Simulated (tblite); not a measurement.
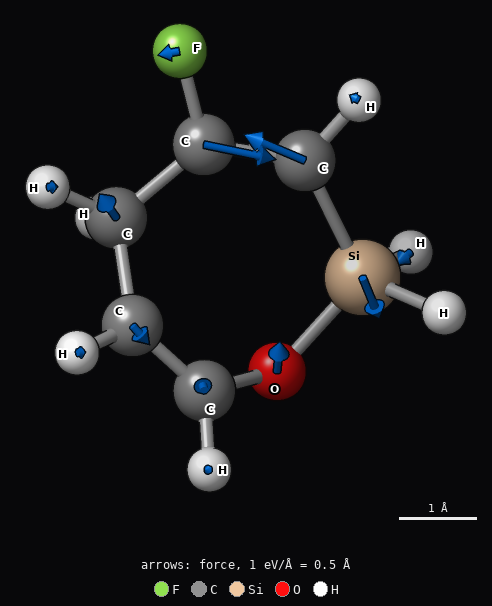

Starting geometry of C5H7FOSi with the computed forces as blue arrows. A ball-and-stick model, seen from a free direction.

Method: GFN2-xTB geometry optimisation, gas phase (tblite 0.8.0). 

Q: What follows when this structure is relaxed?

A: It isn't relaxed: the largest force vector, on a C atom, is 2.02 eV/Å. The final displacements have little in common with the starting forces (cosine between the two patterns 0.13). Over 94 geometry steps the energy falls by 0.276 eV. The largest move after the best rigid fit is that of an H atom, 0.87 Å. By element the largest moves are H 0.87 Å, O 0.57 Å, F 0.48 Å, C 0.23 Å, Si 0.14 Å. Some distances before and after: C–Si 1.827 → 1.877 Å, O–Si 1.668 → 1.633 Å, C–O 1.379 → 1.346 Å, C–C 1.353 → 1.323 Å. Among the angles between lasting bonds that change: Si–O–C 119.5° → 133.2°, Si–C–H 114.6° → 121.9°, C–C–Si 126.6° → 119.6°. Groups turn about O–Si by about 55°, C–Si by about 35°, C–O by about 35°. Cost: 2 s on 1 thread of Intel(R) Xeon(R) Processor @ 2.50GHz, on a shared host.
